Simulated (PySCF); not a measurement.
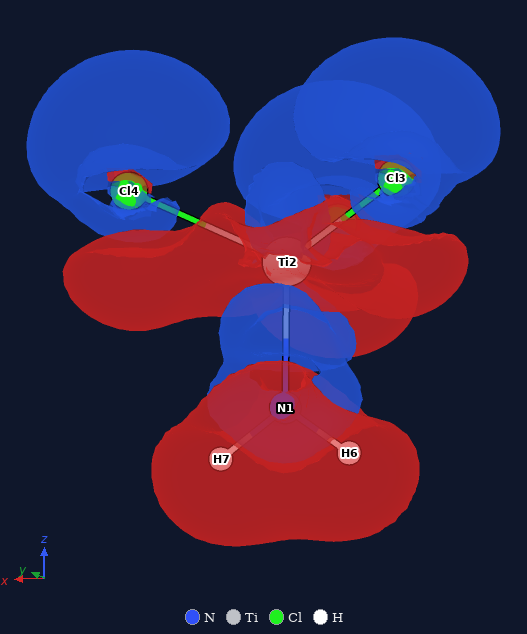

Figure 1: Cl3H2NTi, SMILES `N[Ti](Cl)(Cl)Cl`. Change of the electron density in a uniform field of 0.41 V/Å, surfaces at ±0.002 e/Å³ (red: gain, blue: loss).

Level of theory: PBE0/def2-SVPD (PySCF), at a geometry from GFN2-xTB. This is a single-reference result, which may miss multireference character in this system. No frequency check shows the geometry to be a minimum. GFN2-xTB bond lengths at metals and heavier atoms can be off by up to 0.1 Å and shapes distorted, which carries into these values.

### Along which Cartesian direction does the field point?

Along +z: electrons gather on the −z side, against the field.

### How large is the response?

The induced dipole is 1.72 D (along the field); α along this axis, from the fields in both directions, is 85 bohr³ (12.6 Å³).

### Which atoms gain and lose the most charge?

Electrons gather most on N1 (Hirshfeld charge changes by −0.018 e) and leave Cl3 and Cl4 alike most (+0.021 e); 0.140 electrons are displaced in all.
